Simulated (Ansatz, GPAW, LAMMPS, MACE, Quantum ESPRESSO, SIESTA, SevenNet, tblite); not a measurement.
# Rapidly quenched Si24Mg76 (at. %) (110 atoms) in GPAW, part 2 of 2

Aim: run rapidly quenched Si24Mg76 (at. %) (110 atoms) in GPAW and see how near its forces come to a plane-wave reference, and at what cost.

Program: GPAW 26.7.0; the method stands at each step. Banners, paths, timers and routine set-up lines are dropped from the logs unmarked, and long logs keep their key lines alone; longer cuts are marked.

So far. Step 3 (PBE, LCAO szp(dzp), h 0.2 Å): Against the first run (11 %), the force difference from the reference is 17 %, at 0.52 times the CPU time (on 1 against 2 cores), with 1158 basis functions against 1934: the smaller basis costs accuracy. Step 4 (PBE, LCAO dzp, h 0.22 Å): Against the first run (11 %), the force difference from the reference is 11 %, at 0.70 times the CPU time (on 1 against 2 cores): the change moves forces by 2.9 meV/Å r.m.s., so most of the difference comes from elsewhere.

### 5. revPBE, LCAO dzp, h 0.2 Å

Method: Kohn-Sham DFT, revPBE, PAW, atomic orbitals (dzp).

run.py reads:

```python
import numpy as np
from ase.io import read
from gpaw import GPAW, FermiDirac
from ase.parallel import parprint as print

atoms = read("structure.xyz")
atoms.calc = GPAW(
    mode="lcao",
    basis="dzp",
    h=0.2,
    xc="revPBE",
    kpts={"size": (1, 1, 1), "gamma": True},
    occupations=FermiDirac(0.05),
    maxiter=200,
    symmetry={"point_group": False},
    txt="gpaw.txt",
)
energy = atoms.get_potential_energy(force_consistent=True)
forces = atoms.get_forces()
print(f"energy {energy:.6f} eV")
print("forces (eV/A)")
for i, (a, f) in enumerate(zip(atoms, forces)):
    print(f"{i:4d} {a.symbol:2s} {f[0]:10.5f} {f[1]:10.5f} {f[2]:10.5f}")
print(f"Fermi level {atoms.calc.get_fermi_level():.4f} eV")
for k in range(len(atoms.calc.get_ibz_k_points())):
    for s in range(atoms.calc.get_number_of_spins()):
        e = atoms.calc.get_eigenvalues(kpt=k, spin=s)
        n = np.searchsorted(e, atoms.calc.get_fermi_level())
        print(f"k {k} spin {s} levels about the Fermi level:", np.round(e[max(n - 6, 0):n], 4).tolist(), "|", np.round(e[n:n + 6], 4).tolist())
```

structure.xyz reads:

```xyz
110
Lattice="13.53281 0.00000 0.00000 0.00000 13.53281 0.00000 0.00000 0.00000 13.53281" Properties=species:S:1:pos:R:3 pbc="T T T"
[... 110 atom lines left out: the same atoms as in the first run ...]
```

Run with:

```
$ OMP_NUM_THREADS=1 mpirun -np 2 gpaw python run.py > output.txt
```

Output:

```text
energy -217.904236 eV
forces (eV/A)
   0 Si   -0.64564    0.10187    0.02548
   1 Si    0.59749    0.29317    0.33996
   2 Si   -0.29436    0.10933    0.23884
   3 Si    0.42041    1.35697    0.54649
   4 Si    0.06324   -0.11658    0.36319
   5 Si   -0.01211   -0.03448    0.47169
[...]
107 Mg    0.35941   -0.41518    0.27103
 108 Mg   -0.08584   -0.29465    0.56328
 109 Mg   -0.31759   -0.30303    0.04871
Fermi level 4.0786 eV
k 0 spin 0 levels about the Fermi level: [3.8556, 3.8924, 3.9495, 4.006, 4.0171, 4.0643] | [4.0892, 4.1166, 4.186, 4.2371, 4.268, 4.2933]
```

gpaw.txt:

```text
Input parameters:
  mode=LCAO(),
  basis={'default': 'dzp'},
  h=0.2,
  kpts=MonkhorstPack(size=(1, 1, 1), gamma=True),
  maxiter=200,
  occupations=Occupations(name='fermi-dirac', width=0.05, fixmagmom=False),
[... lines left out ...]
  Fermi-Dirac:
[... lines left out ...]
convergence criteria:
- Maximum [total energy] change in last 3 cyles: 0.0005 eV / valence electron
[... lines left out ...]
Converged in 17 steps
[... lines left out ...]
  Free energy:    -217.904236
[... lines left out ...]
Fermi level: 4.079
[... lines left out ...]
|        ... |               |           |
|        464 |         3.785 |     1.994 |
|        465 |         3.809 |     1.991 |
[...]
|        479 |         4.381 |     0.005 |
|        ... |               |           |
|        570 |         7.770 |     0.000 |
Gap: 0.025 eV
Transition (v -> c):
  (s=0, k=0, n=471, [0.00, 0.00, 0.00]) -> (s=0, k=0, n=472, [0.00, 0.00, 0.00])
No difference between direct/indirect transitions
Force computation time: 78.770  # s
```

It took 10 min on 2 MPI ranks of Arm Neoverse V2, shared host; peak memory 3.7 GiB; 20 min of CPU time.

Numbers from this run, and their distance from the reference:

- r.m.s. force component: 0.3661 eV/Å
- r.m.s. difference of force components: 53.57 meV/Å
- longest difference of force vectors: 187.8 meV/Å
- force difference over r.m.s. force: 16.11 %
- slope of forces against the reference's: 1.093
- correlation of force components: 0.9928

Against the first run (11 %), the force difference from the reference is 16 %, at 1.0 times the CPU time; the model has changed, so this is no error of the program alone.

### 6. All runs compared

Differences are against the plane-wave reference, forces as r.m.s. over components; share is that over the reference's r.m.s. force, slope the least-squares factor from reference forces to these. Total energies of different programs have different zeros and aren't compared.

```tsv
run	Δ force, r.m.s. (meV/Å)	share (%)	slope	cores	CPU time	memory (GiB)
reference	-	-	-	1	16 min	5.5
GPAW PBE, LCAO dzp, h 0.2 Å	37.6	11.3	1.050	2	19 min	3.7
GPAW PBE, LCAO szp(dzp), h 0.2 Å (coarse)	56.0	16.8	1.051	1	10 min	2.7
GPAW PBE, LCAO dzp, h 0.22 Å (coarse)	37.5	11.3	1.050	1	14 min	2.1
GPAW revPBE, LCAO dzp, h 0.2 Å	53.6	16.1	1.093	2	20 min	3.7
```

Rows marked coarse were listed beforehand as settings not expected to be converged; some can still land near the reference.

CPU time is summed over cores on a shared host, where runs went side by side, so it is rough. Symmetry, cutoffs, thresholds, outputs and thread counts weren't matched or tuned between programs; memory under MPI is the largest rank's times the ranks.

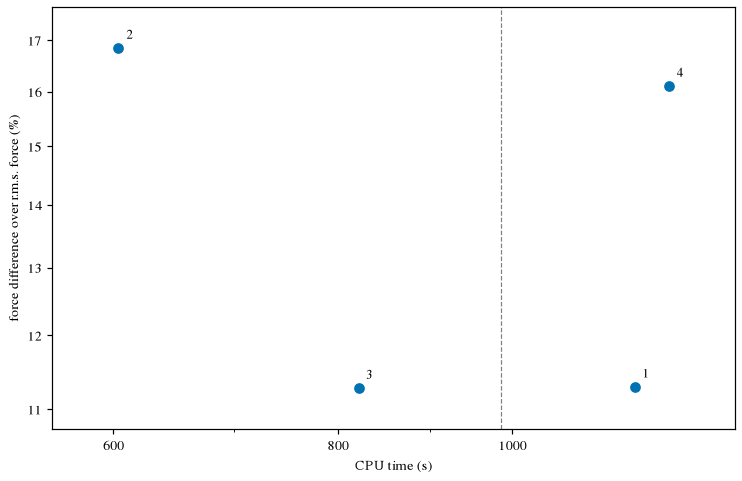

Force difference against CPU time; the dashed line marks the reference's time. Points: 1 GPAW PBE, LCAO dzp, h 0.2 Å; 2 GPAW PBE, LCAO szp(dzp), h 0.2 Å; 3 GPAW PBE, LCAO dzp, h 0.22 Å; 4 GPAW revPBE, LCAO dzp, h 0.2 Å.

Within one program, basis, potentials and functional, energies share a zero. Each run against its twin at the usual cutoff or grid and solver:

```tsv
run	twin	Δ energy (meV/atom)	Δ force, r.m.s. (meV/Å)	CPU time over the twin's
GPAW PBE, LCAO dzp, h 0.22 Å	LCAO dzp, h 0.2 Å	3.49	2.95	0.70 (this twin ran on 2 cores)
```

### 7. Results

| Quantity | Value |
| --- | --- |
| nearest in forces | a tie at 11 % of 2 runs: GPAW PBE, LCAO dzp, h 0.2 Å; GPAW PBE, LCAO dzp, h 0.22 Å (coarse) |

In words: The PBE run in local orbitals, coarse settings apart, differs by 11 % (GPAW PBE, LCAO dzp, h 0.2 Å); basis, grid and potentials can all enter. Rows with another functional or a dispersion term differ by 16 % (GPAW revPBE, LCAO dzp, h 0.2 Å), which mixes the change of model with differences of basis and potentials. Runs with settings chosen to be coarse differ by 11 % (GPAW PBE, LCAO dzp, h 0.22 Å) to 17 % (GPAW PBE, LCAO szp(dzp), h 0.2 Å), their programs' other errors included. None of the electronic-structure runs in the table takes under half the reference's CPU time of 16 min; they take 0.61 to 1.2 times as much. The potentials hold different valence shells: 272 electrons in the reference, 944 in GPAW; this bears on time and differences. The quench rate of 5 K/ps is many orders above laboratory rates, so the cell is likely richer in defects and strain than a real sample. The network of bonds at the start is that of the classical potential that made the cell, and needn't be the one that DFT or experiment would give. The electronic-structure runs sample only Γ, in a cell whose shortest periodic width is 14 Å, which is coarse for a cell with partly filled levels.

[Also dropped from logs without a mark: logging warnings of Python, and SIESTA's first energy breakdown and zero terms.]

[Logs are printed without paths, hosts, clocks, repeated set-up lines and the standing remarks that a program may print on its own settings, such as how far it seeks lower states.]

[Hosts, paths, dates, database ids (printed as entryN), source tags and the programs' standing remarks are cut or masked in the printed files.]
